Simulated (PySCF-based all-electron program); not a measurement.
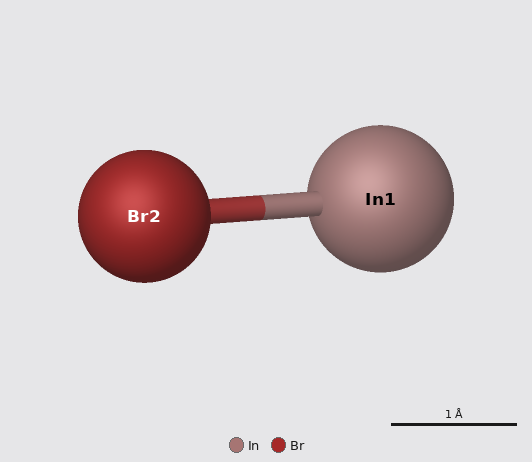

Source: calculation with PySCF-based all-electron program.

The atoms are numbered. Geometry: a fixed input geometry, not necessarily a minimum.

Which atoms are bonded, and how long are the bonds?

| bond | length (Å) |
| --- | --- |
| In1–Br2 | 2.162 |
